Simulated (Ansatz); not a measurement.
## Abstraction of Cl: CH2ClI + SiH2(CH3) → CH2I + SiH2(CH3)Cl

Species: CH2ClI (chloroiodomethane) `ClCI`, singlet; SiH2(CH3), doublet; CH2I `[CH2]I`, doublet; SiH2(CH3)Cl ((chlorosilyl)methane), singlet. A radical takes Cl: the energy is the difference in strength between the C–Cl bond broken and the Si–Cl bond made.

Shapes, held fixed at every level: PBE0-D4/def2-TZVP. Programs: Ansatz 0.2.0. The zero-point and thermal change to 298 K, harmonic and unscaled (PBE0-D4/def2-TZVP), is -4.9 kJ/mol.

```json
{"level": "MP2/def2-SVP", "kind": "perturbation theory", "ΔH(298 K) (kJ/mol)": "-121.5", "less CCSD(T)/def2-TZVPP": "+17.1", "CPU time (sum over the molecules)": "–"}
{"level": "r2SCAN-D4/def2-TZVPP", "kind": "meta-GGA", "ΔH(298 K) (kJ/mol)": "-143.1", "less CCSD(T)/def2-TZVPP": "-4.5", "CPU time (sum over the molecules)": "38 s"}
{"level": "BHLYP-D4/def2-TZVPP", "kind": "global hybrid", "ΔH(298 K) (kJ/mol)": "-150.8", "less CCSD(T)/def2-TZVPP": "-12.2", "CPU time (sum over the molecules)": "22 s"}
{"level": "PBE0-D4/def2-TZVPP", "kind": "global hybrid", "ΔH(298 K) (kJ/mol)": "-132.1", "less CCSD(T)/def2-TZVPP": "+6.5", "CPU time (sum over the molecules)": "20 s"}
{"level": "wB97M-V/def2-TZVPP", "kind": "range-separated hybrid", "ΔH(298 K) (kJ/mol)": "-143.9", "less CCSD(T)/def2-TZVPP": "-5.3", "CPU time (sum over the molecules)": "76 s"}
{"level": "B2PLYP/def2-TZVPP", "kind": "double hybrid", "ΔH(298 K) (kJ/mol)": "-139.8", "less CCSD(T)/def2-TZVPP": "-1.2", "CPU time (sum over the molecules)": "33 s"}
{"level": "CCSD(T)/def2-SVP", "kind": "coupled cluster or CI", "ΔH(298 K) (kJ/mol)": "-127.9", "less CCSD(T)/def2-TZVPP": "+10.7", "CPU time (sum over the molecules)": "13 s"}
{"level": "CCSD(T)/def2-TZVPP", "kind": "coupled cluster or CI", "ΔH(298 K) (kJ/mol)": "-138.6", "less CCSD(T)/def2-TZVPP": "0.0", "CPU time (sum over the molecules)": "3.6 min"}
```

The highest level, CCSD(T)/def2-TZVPP, gives ΔH(298 K) = -138.6 kJ/mol; the levels span -150.8 to -121.5. The column of differences is taken from that level and isn't an error. No measured value is set beside it here. Open shells run unrestricted. For atoms past krypton def2 sets carry core potentials with scalar relativity. Outer-core shells of I are correlated in most correlated rows, in sets that cover them unevenly. Times are processor times on shared x86 and Arm servers, and rough.

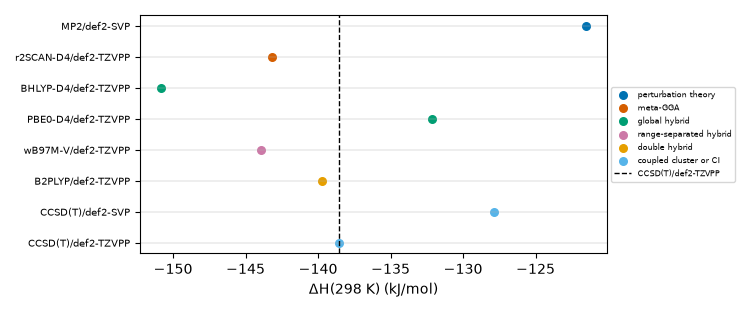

The values of the table, level by level.
